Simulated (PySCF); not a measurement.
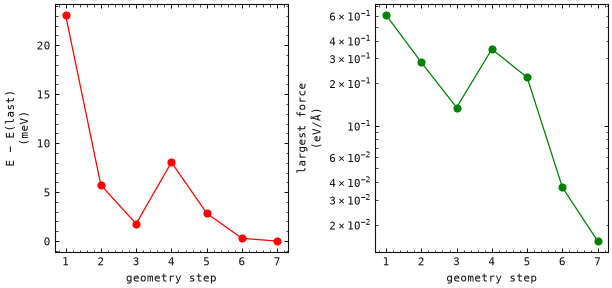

History of a geometry optimisation.

C3H4F2O2 (SMILES O=COCC(F)F); PBE0-D3(BJ)/def2-SVP, geometry optimisation (PySCF).

Question: How did the optimisation end?

Answer: The optimisation met its thresholds at geometry 7, counting the start as the first. The energy fell by about 23 meV from the first step to the last, with a rise at step 4. The largest force goes from about 0.61 eV/Å at the start to 0.015 eV/Å at the end.
